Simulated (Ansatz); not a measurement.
SnO (tin(ii) oxide): methods side by side

SnO has 2 atoms, charge 0, and is taken as a singlet. As SMILES, `[O]=[Sn]`. The shape comes from GFN2-xTB, which is rough for such elements, and wasn't checked as a minimum.

| atom | x (Å) | y (Å) | z (Å) |
| --- | --- | --- | --- |
| O | 0.0000 | 0.0000 | 0.0000 |
| Sn | 0.0000 | 0.0000 | 1.8036 |

Quantity: the energy change with the O1–Sn2 bond stretched from 1.804 to 2.727 Å, in eV. The values are calculated.

| level | kind | program | value (eV) | less FCI/STO-3G | CPU time (all runs) |
| --- | --- | --- | --- | --- | --- |
| HF/STO-3G (restricted) | Hartree–Fock | Ansatz | 5.45 | +1.31 | 1 s |
| SVWN5/STO-3G (restricted) | LDA | Ansatz | 5.86 | +1.72 | 3 s |
| PBE/STO-3G (restricted) | GGA | Ansatz | 5.46 | +1.32 | 4.6 s |
| revPBE/STO-3G (restricted) | GGA | Ansatz | 5.32 | +1.18 | 4.5 s |
| r2SCAN/STO-3G (restricted) | meta-GGA | Ansatz | 5.96 | +1.82 | 13 s |
| B3LYP/STO-3G (restricted) | global hybrid | Ansatz | 6.24 | +2.10 | 2.6 s |
| HSE06/STO-3G (restricted) | range-separated hybrid | Ansatz | 6.41 | +2.27 | 3.2 s |
| RPA@PBE/STO-3G (restricted) | RPA | Ansatz | 4.16 | +0.02 | 7.2 s |
| FCI/STO-3G | exact in the basis | Ansatz | 4.14 | 0.00 | 3.1 s |

FCI/STO-3G is exact within its basis and frozen core, so for wave-function methods in that basis the difference is their error; functionals converge differently with the basis, so for them it is only a difference. Spin-restricted single references rise too steeply as a bond breaks. All-electron rows without a relativistic Hamiltonian named are non-relativistic. The first shape isn't each level's own minimum. The values span 4.14 to 6.41 eV. All rows use very small basis sets, so even the best lies far from the true value. Times are those of the runs behind each value, whatever else they computed, on shared processors of several kinds: orders of magnitude only.

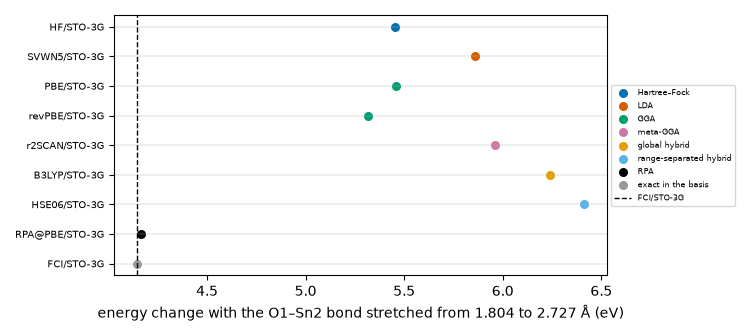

The values of the table, level by level.
